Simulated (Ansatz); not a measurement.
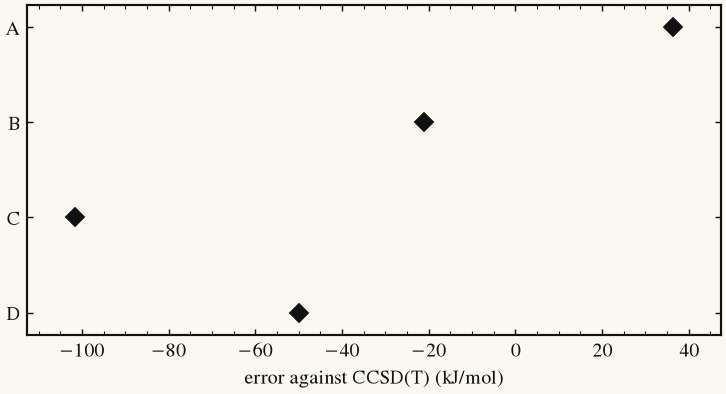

Error in the electronic atomisation energy (method less reference, so positive means overbinding) of C₂H₄Cl₂Si, SMILES Cl[C@H]1C[Si@@H]1Cl: functionals in def2-TZVPP against frozen-core CCSD(T) at the limit (MP2 extrapolated from triple and quadruple zeta, plus CCSD(T) less MP2 in a smaller set), which gives 3166.7 kJ/mol, at a PBE0-D4/def2-TZVP geometry (a minimum by its frequencies), no zero-point or spin-orbit term, the Ansatz code 0.2.0. The reference leaves out core correlation, a term that grows with the number of heavy atoms. B2PLYP holds a correlation term that converges slowly with the basis, so part of the distance to the limit is basis error. No dispersion term is added to B2PLYP.

The letters stand for B2PLYP, B3LYP-D4, BHLYP-D4 and HSE06-D4. Which is which?

A: HSE06-D4 (36.4 kJ/mol); B: B3LYP-D4 (−21.1 kJ/mol); C: BHLYP-D4 (−101.7 kJ/mol); D: B2PLYP (−49.9 kJ/mol).
